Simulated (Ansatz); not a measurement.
**[P2H3]− (SMILES [PH-]P) at wB97X/STO-3G**

What is the energy change on altering one bond length of [P2H3]− at wB97X/STO-3G? 

The calculation is run with Ansatz 0.2.0.

1 further run of the same task is left out (it didn't finish).

## (1) The molecule

The species is [P2H3]− (5 atoms), meant as a singlet with charge -1. As SMILES, `[PH-]P`. Geometry: relaxed at GFN2-xTB. This is one conformer, not always the lowest.

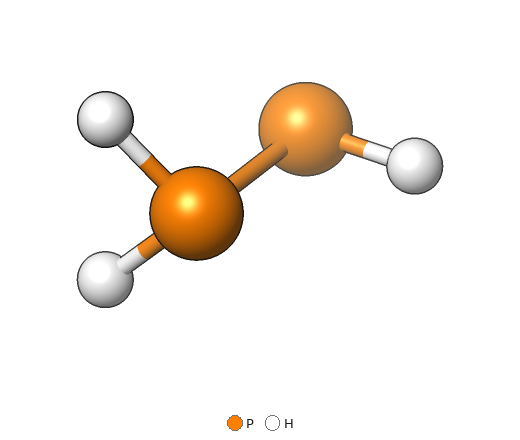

The structure, seen from a chosen angle (phosphorus orange, hydrogen white).

## (2) A single-point energy at wB97X/STO-3G

molecule.yaml

```yaml
crystal:
  periodic: [false, false, false]
  atoms:
    - {symbol: P, position_ang: [0.790170, -1.109400, 0.143810]}
    - {symbol: P, position_ang: [-0.477530, 0.546260, 0.076070]}
    - {symbol: H, position_ang: [0.279530, -1.462550, 1.364400]}
    - {symbol: H, position_ang: [-0.983870, 0.470170, -1.228180]}
    - {symbol: H, position_ang: [0.391690, 1.555520, -0.356110]}
basis:
  gaussian: {orbitals: STO-3G}
total_charge: -1
hamiltonian: {xc: {name: wB97X}}
accuracy: high
```

Run with:

```console
$ ansatz run molecule.yaml --threads 1 --pin off --max-ram 2610MiB --events-out events.jsonl --progress --plain --runs-dir runs
```

The log of the run:

```text
Warning: RAYON_NUM_THREADS=1 ignored (pool sized by the plan → 1); use --threads N
Functional definition: wB97X
  name "wB97X"
  parameter omega = 0.3/bohr
  parameter cx = 0.157706
  parameter cx1 = 0.726479
  parameter cx2 = 1.04760
  parameter cx3 = -5.70635
  parameter cx4 = 13.2794
  parameter css1 = -4.33879
  parameter css2 = 18.2308
  parameter css3 = -31.7430
  parameter css4 = 17.2901
  parameter cos1 = 2.37031
  parameter cos2 = -11.3995
  parameter cos3 = 6.58405
  parameter cos4 = -3.78132
  exchange = spin_sum(e_x_unif_sr(omega)*poly(b97_u_x, 1 - cx, cx1, cx2, cx3, cx4)) + cx*exact_x_sr(omega)
      + exact_x_lr(omega)
  correlation = spin_sum(e_c_pw_same_spin*poly(b97_u_same, 1, css1, css2, css3, css4))
      + integral(e_c_pw_opposite_spin*poly(b97_u_opposite, 1, cos1, cos2, cos3, cos4))
371 factors; integrals over basis functions are off by at most 3.4e-9 eV
147 factors; integrals over basis functions are off by at most 8.1e-10 eV
mean field evaluation 1: about -18408.9370 eV, gradient 1.4e1 eV
mean field evaluation 2: about -18409.7653 eV, gradient 6.0e0 eV
mean field evaluation 4: about -18409.9012 eV, gradient 1.1e-1 eV
mean field evaluation 8: about -18409.8853 eV, gradient 1.1e-3 eV
mean field evaluation 16: about -18409.8853 eV, gradient 2.8e-8 eV
mean field -18409.88532485 eV, -676.5508070199 hartree, gradient 2.8e-8 eV, S^2 0.000000; 0 other end points of the search recorded, 0 dependent functions left out
reference -18409.88532322 eV, -676.5508069598 hartree; 17, 17 occupied and 4, 4 virtual orbitals, 371 factors
Total energy: -18409.88532322 eV, -676.5508069598 hartree
```

It took 2.6 s on 1 thread of Intel Xeon 6975P-C (Granite Rapids), shared host; peak memory 0.26 GiB.

## (3) The distorted shape at the same level

job.yaml

```yaml
crystal:
  periodic: [false, false, false]
  atoms:
    - {symbol: P, position_ang: [0.917840, -1.021106, -0.161361]}
    - {symbol: P, position_ang: [-0.349860, 0.634554, -0.229101]}
    - {symbol: H, position_ang: [0.279530, -1.462550, 1.364400]}
    - {symbol: H, position_ang: [-0.856200, 0.558464, -1.533351]}
    - {symbol: H, position_ang: [0.519360, 1.643814, -0.661281]}
basis:
  gaussian:
    orbitals: STO-3G
total_charge: -1
hamiltonian:
  xc: {name: wB97X}
accuracy: high
```

Run with:

```console
$ ansatz run job.yaml --threads 1 --pin off --max-ram 2610MiB --events-out events.jsonl --progress --plain --runs-dir runs
```

The log of the run (excerpt; [...] marks lines left out):

```text
Warning: RAYON_NUM_THREADS=1 ignored (pool sized by the plan → 1); use --threads N
[... 2 set-up lines as earlier in the session ...]
[...]
      + exact_x_lr(omega)
[...]
      + integral(e_c_pw_opposite_spin*poly(b97_u_opposite, 1, cos1, cos2, cos3, cos4))
371 factors; integrals over basis functions are off by at most 6.8e-9 eV
146 factors; integrals over basis functions are off by at most 8.0e-10 eV
[...]
mean field -18409.18342054 eV, -676.5250125122 hartree, gradient 2.6e-8 eV, S^2 0.000000; 0 other end points of the search recorded, 0 dependent functions left out
reference -18409.18341887 eV, -676.5250124506 hartree; 17, 17 occupied and 4, 4 virtual orbitals, 371 factors
Total energy: -18409.18341887 eV, -676.5250124506 hartree
```

Run time: 2.7 s. Hardware: 1 thread of Intel Xeon 6975P-C (Granite Rapids), shared host; peak memory 0.26 GiB.

## (4) Outcome

At wB97X/STO-3G:

| quantity | value |
| --- | --- |
| first shape: total energy | -676.55081 Eh |
| distorted shape: total energy | -676.52501 Eh |
| energy change with the P1–H3 bond stretched from 1.369 to 1.712 Å | 0.702 eV |

**Reading.** With the P1–H3 bond stretched from 1.369 to 1.712 Å the energy rises by 0.70 eV (67.7 kJ/mol). The first shape isn't relaxed at this level, so the change isn't measured from a minimum. The minimal basis adds a large error of its own.
